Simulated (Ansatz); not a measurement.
Amorphous Si$_{18}$B$_{8}$C$_{12}$N$_{26}$

Preparation: random packing, a CHGNet melt and quench, and a DFT relaxation. N atoms were pushed apart under 1.9 Å during the dynamics, to hinder bonds among them. The hot cell started wider than the set density and was brought back towards it in steps. It is the lowest in DFT energy of 2 quenches. It is a model cell: composition and starting density were chosen by hand, and all elements were melted together. No dispersion term was used.

Methods: PBE, scalar-relativistic without spin-orbit coupling (Ansatz, an electronic-structure program); r2SCAN, scalar-relativistic without spin-orbit coupling (Ansatz); HSE06, scalar-relativistic without spin-orbit coupling (Ansatz). Geometry, pressure, stress and energy are those of the PBE run. Its sampling: a 2×2×2 Γ-centred mesh; Fermi-Dirac width 0.02 eV; no spin polarisation. Other functionals are single points at the zone centre (r2SCAN at 500 eV; exact exchange cut at the cell's faces), free to take moments where seeds were set.

```json
{
 "number_of_atoms_in_the_cell": "64",
 "Density (held, not predicted)": "2.20 g/cm^3",
 "volume_per_atom": "12.98 Å^3",
 "Pressure on a 2×2×2 Γ-centred mesh": "-1.95 GPa",
 "Largest force and stress component on that mesh (the relaxation ran on the zone centre alone)": "0.22 eV/Å and 3.9 GPa",
 "Gap on a 2×2×2 Γ-centred mesh (PBE)": "0.65 eV",
 "Gap at the zone centre (PBE)": "0.77 eV",
 "Gap at the zone centre (r2SCAN)": "0.87 eV",
 "Gap at the zone centre (HSE06)": "1.38 eV"
}
```

Bonds are counted up to Si-Si 2.60 Å, Si-B 2.28 Å, Si-C 2.19 Å, Si-N 2.30 Å, B-B 1.97 Å, B-C 1.87 Å, B-N 1.78 Å, C-C 1.78 Å, C-N 1.58 Å, N-N 1.70 Å. Two cations that share two anions don't count as bonded, nor two that share one unless they lie closer than Si-Si 2.38 Å, Si-B 2.09 Å, Si-C 2.00 Å, B-B 1.80 Å, B-C 1.71 Å, C-C 1.63 Å.

The mean coordination of Si comes out as 3.83 (1 with 2, 3 with 3, 12 with 4, 2 with 5) and the mean coordination of B is 3.00 (1 with 2, 6 with 3, 1 with 4). The mean coordination of C is 3.17 (10 with 3, 2 with 4). The mean coordination of N is 2.73 (7 with 2, 19 with 3) and the mean Si-N bond is 1.775 Å (spread 0.078 Å, 45 counted). The mean Si-C bond is 1.932 Å (spread 0.094 Å, 17 counted).

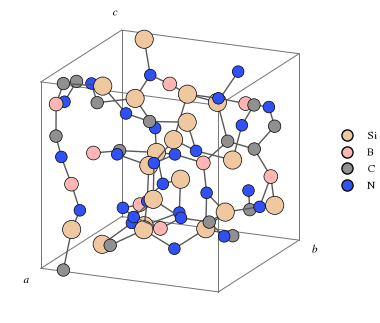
The relaxed cell

Its density started from a set value of 2.20 g/cm³. The quench (nominally 760 K/ps over its main leg) was far faster than any real one, so the model tends to hold more defects than a real film. A cell of this size samples the disorder only roughly. The volume was held where the preparation left it, at a PBE pressure of -2.0 GPa (tension). Stress components on the final sampling reach 3.9 GPa. On a 2×2×2 Γ-centred mesh force components of up to 0.22 eV/Å stay, since the relaxation ran on the zone centre alone.
